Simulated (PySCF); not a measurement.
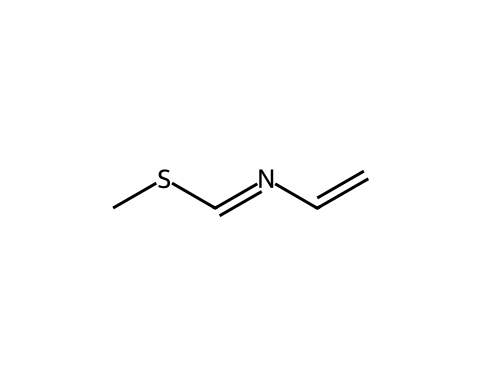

2D structure.

**Write the SMILES.**

C=C/N=C/SC

**What is the molecular formula?**

C4H7NS.

**An optimisation with GFN2-xTB gave a structure of which point group?**

Cs. Other conformers may differ.

The parts below concern this one geometry. Atoms keep their numbers from picture to picture. Computed geometry: GFN2-xTB optimisation. No frequency run is at hand to confirm it as a minimum.

Shape

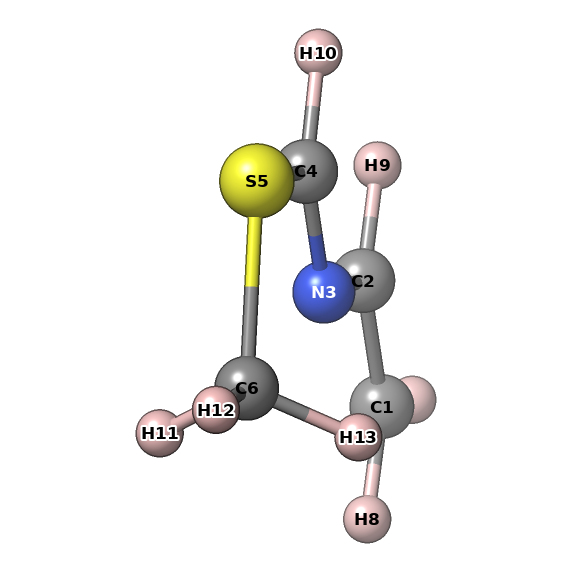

C2 lies behind N3. The molecule seen a little off the N3–C2 bond, N3 in front. Atoms fade into the background with distance from the viewer. No frequency run is at hand to confirm it as a minimum.

**What is the torsion angle C4–N3–C2–C1? The sign is positive where the front bond must turn clockwise to cover the back bond.**

180°, antiperiplanar (anti).

Core levels

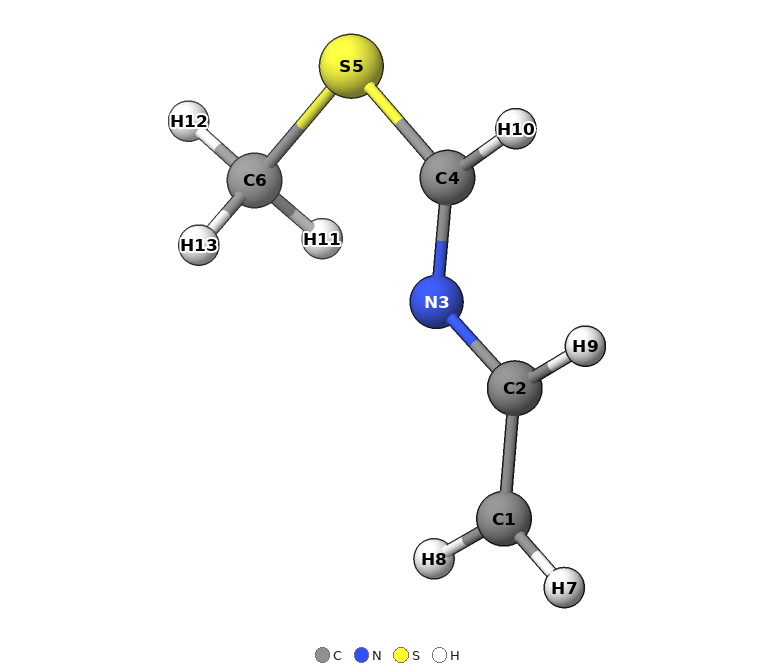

No frequency run is at hand to confirm it as a minimum. Level of theory: delta-SCF UKS SCAN, pcX-2 on the ionised atom, pcseg-1 elsewhere, spin-free X2C (PySCF 2.14.0).

Give the core-electron binding energies (to vacuum; p and d levels without spin–orbit splitting) of C1 1s, C2 1s, N3 1s, C4 1s, S5 1s, S5 2p, C6 1s.

```
atom  level  binding energy (eV)
  C1     1s                289.5
  C2     1s                291.1
  N3     1s                404.3
  C4     1s                291.7
  S5     1s               2477.2
  S5     2p                169.7
  C6     1s                291.2
```

Polarisability

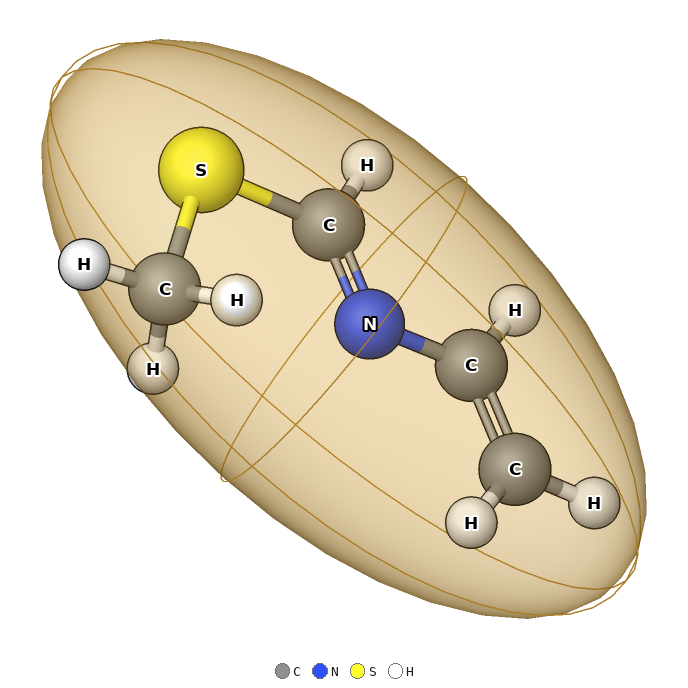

The ellipsoid shows the static dipole polarisability: its half-axes are proportional to the principal values. No frequency run is at hand to confirm it as a minimum. Level of theory: B3LYP/def2-SVPD (PySCF 2.14.0).

**How large and how anisotropic is the polarisability?**

Principal values 53.9, 79.1, 134.9 bohr³; mean 89.3 bohr³ (13.23 Å³); anisotropy 71.8 bohr³, so the longest axis is 2.50 times the shortest.

Excitation

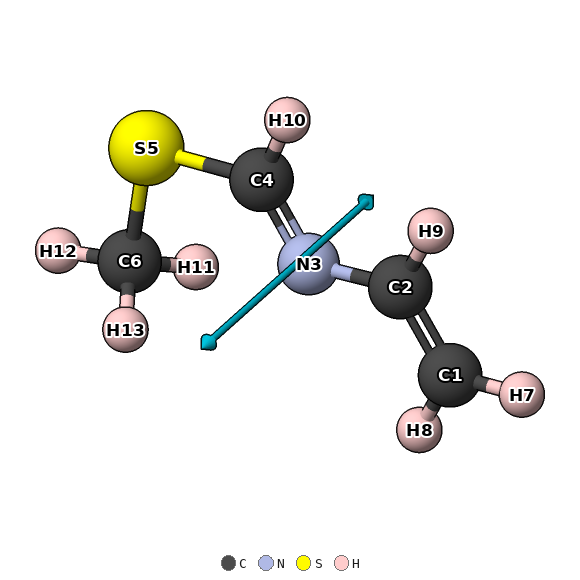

The double arrow shows the direction of the transition dipole to excited singlet state 4 (its length means nothing). No frequency run is at hand to confirm it as a minimum. Method: TDDFT B3LYP/def2-SVPD, vertical, gas phase, core orbitals frozen in the response (PySCF 2.14.0).

**Give its energy, strength and character.**

5.95 eV (208 nm), oscillator strength 0.026, mainly HOMO → LUMO+2 (weight 0.98); transition dipole 1.07 D.
